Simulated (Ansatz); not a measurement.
CH$_{7}$BFP: several calculations on one system

Part 1: Relaxation

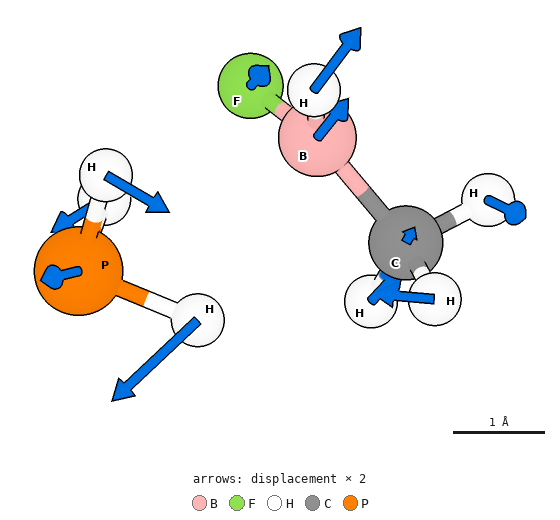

A relaxation of CH₇BFP. The starting structure is drawn; blue arrows show the displacements, 2 times their true length. The two geometries are superimposed by the best rigid fit.

Style: ball-and-stick. Shown at a tilt.

The run prepares an end point of a later path (reaction) calculation, from a guessed geometry.

Level of theory: RKS BLYP-D4/6-31G* (Ansatz). Settings: no spin polarisation; force threshold 0.03 eV/Å; at most 50 steps.

Question: What did the optimiser do to the structure, and how much energy did it gain?

Answer: The atom that moves furthest after the best rigid fit is an H atom (0.66 Å). Largest moves by element: H 0.66 Å, P 0.33 Å, B 0.33 Å, F 0.23 Å, C 0.11 Å. Near-neighbour distances that change, for instance: H–P 1.425 → 1.435 Å, B–F 1.339 → 1.345 Å. Among the angles between lasting bonds that change: B–C–H 114.2° → 111.0°, H–C–H 105.5° → 108.1°, B–C–H 106.8° → 109.0°. Groups turn about B–C by about 25°. After 18 accepted moves (22 points after the start) the energy has fallen by 15.7 kJ/mol. The largest force component goes from 0.56 to 0.028 eV/Å. The line search rejected the trial steps at points 2, 6, 10, 17 of the run. The forces were under the threshold at step 11, but the run went on from there. Cost: 67 s on 1 thread of Arm Neoverse V1, on a shared host, peak memory 0.14 GiB.

Part 2: Relaxation

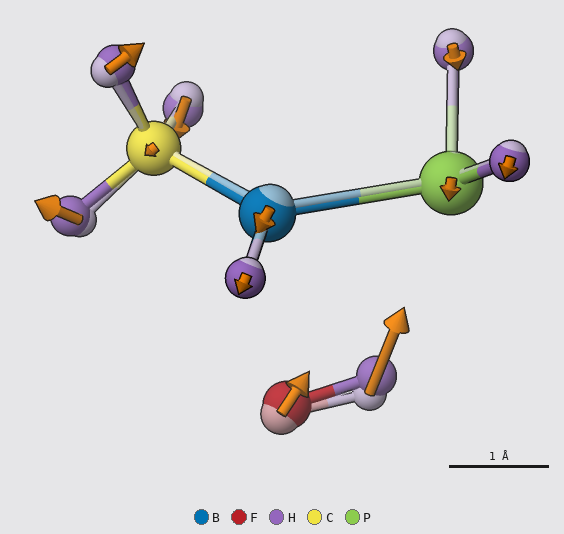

A relaxation of CH₇BFP. The starting structure is drawn faded, the final one solid; orange arrows show the displacements, 5 times their true length. The two geometries are superimposed by the best rigid fit.

The picture is a ball-and-stick view, seen at a tilt.

The run prepares an end point of a later path (reaction) calculation, from a guessed geometry.

These are results of Ansatz 0.2.0, RKS BLYP-D4/6-31G*, not measurements. (no spin polarisation; force threshold 0.03 eV/Å; at most 50 steps)

**Which element moves most?**

Hydrogen: up to 0.21 Å, against 0.11 Å for fluorine.

**Describe the change and its energy.**

The atom that moves furthest after the best rigid fit is an H atom (0.21 Å). By element the largest moves are H 0.21 Å, F 0.11 Å, B 0.07 Å, P 0.05 Å, C 0.03 Å. Among the contacts that change: B–P 1.916 → 1.937 Å, F–H 0.940 → 0.961 Å, B–H 1.195 → 1.201 Å. After 6 accepted moves (7 points after the start) the energy has fallen by 2.35 kJ/mol. Largest force component: 0.68 eV/Å at the start, 0.026 eV/Å at the end. The line search rejected the trial step at point 2 of the run.

Limits of the set-up: the start holds two separate molecules, 2.5 Å apart at their closest, whose relative position is a soft coordinate.

Part 3: Path

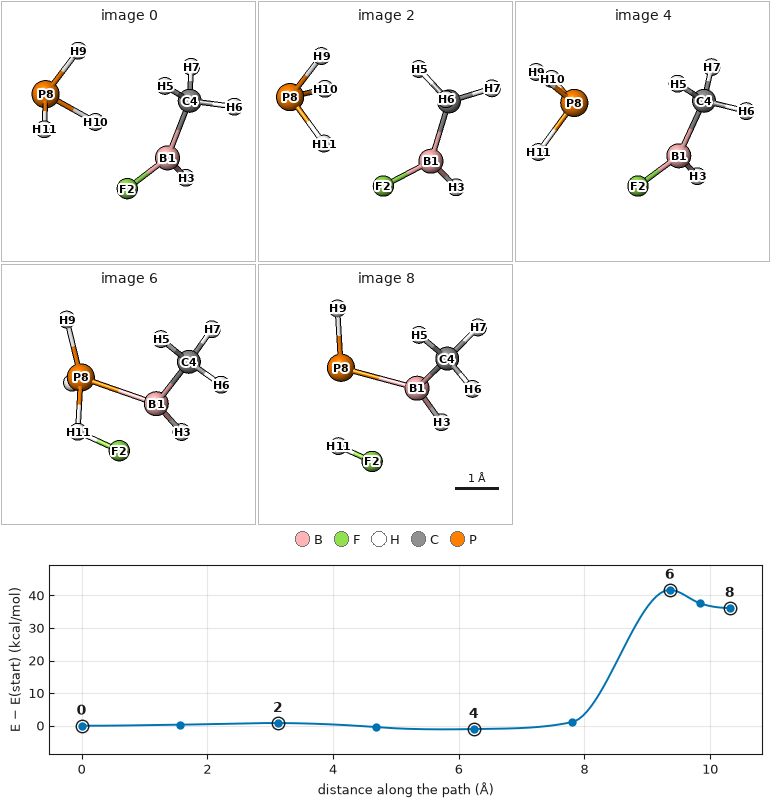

A nudged-elastic-band calculation for CH7BFP, made up at the start of CH4BF and PH3. Images are numbered from 0 (start) to 8 (end). A ball-and-stick model, seen from a free direction.

Computed with RKS BLYP-D4/6-31G* (Ansatz 0.2.0). Run with 7 movable images; climbing image; force threshold 0.05 eV/Å; iteration limit 60; starting path through a guess of the saddle point.

### Read off the barrier and say what moves.

The highest point, image 6, lies 41.7 kcal/mol above the start and 5.6 kcal/mol above the end; the end is at +36.1 kcal/mol relative to the start. Image 4 lies below both ends, at −1.0 kcal/mol, which points to an intermediate minimum that so few images don't resolve. The path has more than one stage, and so few images may leave a stage unresolved. Breaking: B1–F2 (1.34 → 1.69 at the top → 2.41 Å), P8–H11 (1.43 → 1.73 at the top → 2.35 Å). Forming: B1–P8 (3.70 → 2.01 at the top → 1.94 Å), F2–H11 (2.71 → 1.18 at the top → 0.96 Å). The band converged in 29 iterations. The largest component of the band force went from 9.7 to 0.049 eV/Å. The climbing image converged on the top of the path. Its vibrational analysis gives one imaginary mode (827i cm⁻¹), as a transition state must have.

Limits of the set-up: the start holds two separate molecules, 2.7 Å apart at their closest, whose relative position is a soft coordinate.
